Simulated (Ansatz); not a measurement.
# Lattice dynamics of YAlSe3 (model cell, started as cubic perovskite with Al in the octahedra), part 3 of 3

Wanted: phonon frequencies of YAlSe3 (model cell, started as cubic perovskite with Al in the octahedra) and what follows from them.

Ansatz 0.2.0; DFT PBEsol, scalar-relativistic, plane waves, PAW; PAW set soft_1.

So far. Step 3 (Tight relaxation): The forces vanish by symmetry and the pressure is 0.001 GPa, within the tolerances set. The cell now holds 22.57 Å³/atom. Step 4 (Modes at Γ): Before it was imposed, the acoustic sum rule was missed by 4.8e-5 eV/Å². Small misses are needed for a sound result but don't prove that mesh and cutoff are converged. The lowest optical mode is imaginary, 126.4i cm⁻¹, so the energy falls along it. The relaxed cell has a = 4.832 Å (conventional setting).

The structure was built from a prototype and need not be the compound's stable phase.

### Step 5. The dispersion (continued)

Frequencies (cm⁻¹) solved at each irreducible wavevector; negative means imaginary. Frequencies by wavevector, by row:

| q in reciprocal lattice units | star | mode 1 | mode 2 | mode 3 | mode 4 | mode 13 | mode 14 | mode 15 |
| --- | --- | --- | --- | --- | --- | --- | --- | --- |
| 0 0 0 | 1 | -126.4 | -126.4 | -126.4 | -107 | 345.9 | 345.9 | 345.9 |
| 0 0 -0.5 | 3 | -116.5 | -116.5 | -96.1 | -75 | 322.1 | 344.8 | 344.8 |
| 0 -0.5 -0.5 | 3 | -145.4 | -127.4 | -127.4 | -63.1 | 336.1 | 336.1 | 343.4 |
| -0.5 -0.5 -0.5 | 1 | -166.7 | -166.7 | -166.7 | -117 | 353.8 | 353.8 | 353.8 |

Interpolated from a 2×2×2 q mesh. Phonon branches along the path, in cm⁻¹:

| point | branch 1 | branch 2 | branch 3 | branch 4 | branch 12 | branch 13 | branch 14 | branch 15 |
| --- | --- | --- | --- | --- | --- | --- | --- | --- |
| Γ | -126 | -126 | -126 | -107 | 56 | 346 | 346 | 346 |
| X | -116 | -116 | -96 | -75 | 227 | 322 | 345 | 345 |
| M | -145 | -127 | -127 | -63 | 256 | 336 | 336 | 343 |
| Γ | -126 | -126 | -126 | -107 | 56 | 346 | 346 | 346 |
| R | -167 | -167 | -167 | -117 | 275 | 354 | 354 | 354 |
| X | -116 | -116 | -96 | -75 | 227 | 322 | 345 | 345 |
| jump to R | -167 | -167 | -167 | -117 | 275 | 354 | 354 | 354 |
| M | -145 | -127 | -127 | -63 | 256 | 336 | 336 | 343 |

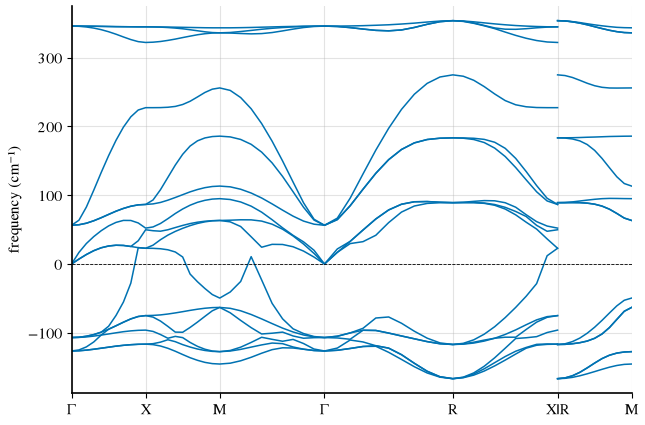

Phonon branches along the path.

The phonon density of states has structure finer than the step of the table below, so its rows give means over 25 cm⁻¹, whole bins alone (the curve runs from -168 to 352 cm⁻¹). Peaks (cm⁻¹: height): -122.5: 0.121, 87.5: 0.0841, 342.5: 0.236.

Tetrahedra on a 14×14×14 mesh, mean over bins of 5 cm-1. Interpolated from a 2×2×2 q mesh. Table of phonon density of states by wavenumber; means over each step:

| wavenumber (cm⁻¹) | phonon density of states (1/cm⁻¹/cell) |
| --- | --- |
| -150 | 0.0220 |
| -125 | 0.0805 |
| -100 | 0.0843 |
| -75 | 0.0335 |
| -50 | 0.0115 |
| -25 | 0.00473 |
| 0 | 0.00248 |
| 25 | 0.0156 |
| 50 | 0.0328 |
| 75 | 0.0624 |
| 100 | 0.0357 |
| 125 | 0.0179 |
| 150 | 0.0180 |
| 175 | 0.0258 |
| 200 | 0.00660 |
| 225 | 0.0148 |
| 250 | 0.00985 |
| 275 | 9.7e-4 |
| 300 | 0 |
| 325 | 0.0266 |

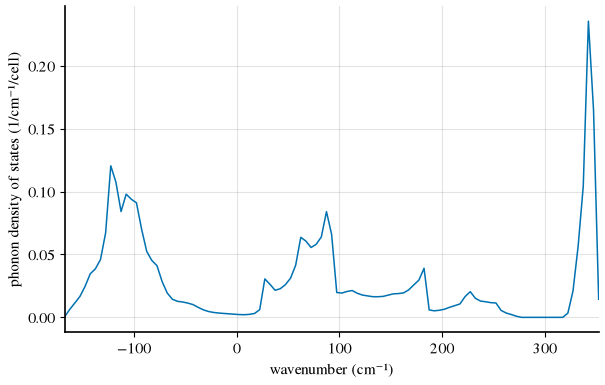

Phonon density of states against wavenumber.

The partial phonon density of states has structure finer than the step of the table below, so its rows give means over 25 cm⁻¹, whole bins alone (the curve runs from -175 to 374 cm⁻¹). Peaks (cm⁻¹: height): Al 342.9: 0.139; Se -119.7: 0.0657, 87.4: 0.0582, 139.2: 0.0176, 180.6: 0.0313, 229.0: 0.0175, 342.9: 0.0519; Y -105.9: 0.0447, -47.2: 0.0130, 63.3: 0.0193.

Phonopy on the run's constants, 11x11x11 mesh, Gaussian sigma 3.9 cm-1. Interpolated from a 2×2×2 q mesh. Table of partial phonon density of states by wavenumber; means over each step; values in 1/cm⁻¹/cell:

| wavenumber (cm⁻¹) | Al | Se | Y |
| --- | --- | --- | --- |
| -150 | 3.8e-6 | 0.0216 | 5.2e-4 |
| -125 | 1.7e-4 | 0.0540 | 0.0252 |
| -100 | 1.3e-4 | 0.0505 | 0.0331 |
| -75 | 6.1e-5 | 0.0219 | 0.0128 |
| -50 | 2.5e-5 | 0.00421 | 0.00836 |
| -25 | 3.7e-6 | 0.00126 | 0.00170 |
| 0 | 2.0e-5 | 7.2e-4 | 6.1e-4 |
| 25 | 1.5e-4 | 0.0110 | 0.00664 |
| 50 | 5.3e-4 | 0.0210 | 0.0115 |
| 75 | 0.00292 | 0.0439 | 0.0147 |
| 100 | 0.00681 | 0.0262 | 0.00378 |
| 125 | 0.00531 | 0.0113 | 4.0e-4 |
| 150 | 0.00385 | 0.0117 | 3.1e-4 |
| 175 | 0.00331 | 0.0237 | 2.3e-4 |
| 200 | 0.00128 | 0.00613 | 2.0e-5 |
| 225 | 0.00175 | 0.0125 | 2.3e-5 |
| 250 | 0.00100 | 0.00887 | 6.9e-6 |
| 275 | 7.5e-5 | 0.00111 | 0 |
| 300 | 6.9e-6 | 1.6e-7 | 0 |
| 325 | 0.0273 | 0.00423 | 7.4e-5 |
| 350 | 0.0652 | 0.0230 | 1.1e-4 |

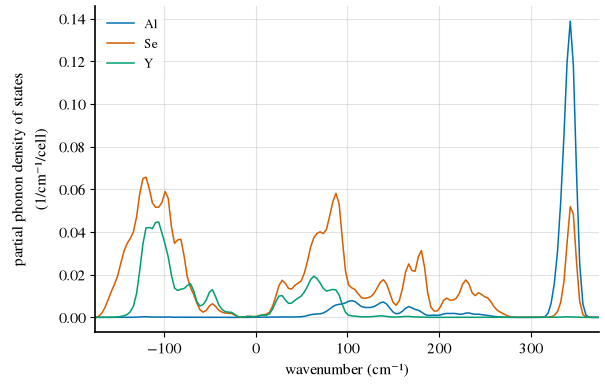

Partial phonon density of states against wavenumber.

Symmetry leaves 4 wavevectors to solve. The lowest mode among them, the acoustic zeros apart, lies at q = (-0.5, -0.5, -0.5) and is imaginary, 166.7i cm⁻¹, so the energy falls along it.

### Step 6. Results

```
space group after relaxation (within 0.01 Å)            : Pm-3m
volume per atom                                         : 22.6 Å³
electronic character                                    : no gap on this mesh
highest optical mode at the zone centre (no LO-TO term) : 346 cm⁻¹
lowest optical zone-centre mode                         : -126 cm⁻¹
lowest mode on the q mesh (acoustic modes at Γ apart)   : -167 cm⁻¹
highest frequency on the path or at a solved wavevector : 354 cm⁻¹
imaginary modes on the 2×2×2 q mesh                     : yes
```

**Reading.** Modes are clearly imaginary (beyond 10i cm⁻¹) at 4 of the 4 irreducible wavevectors, most at q = (-0.5, -0.5, -0.5) (166.7i cm⁻¹), so this structure is not a minimum of the energy. The optical modes at Γ span -126 to 346 cm⁻¹ (negative means imaginary). With no gap, or one that is small against the smearing, the frequencies hang on the k mesh and the smearing, most of all near Kohn anomalies. The PAW files were made for PBE and serve the other functionals too. The starting cell was built on a prototype and not taken from a measurement, so the phase need not exist. These are harmonic frequencies at zero temperature: anharmonic shifts, linewidths and thermal expansion are left out.

[Logs are printed without paths, hosts, clocks, repeated set-up lines and the standing remarks that a program may print on its own settings, such as how far it seeks lower states.]

[Hosts, paths, dates, database ids (printed as entryN), source tags and the programs' standing remarks are cut or masked in the printed files.]
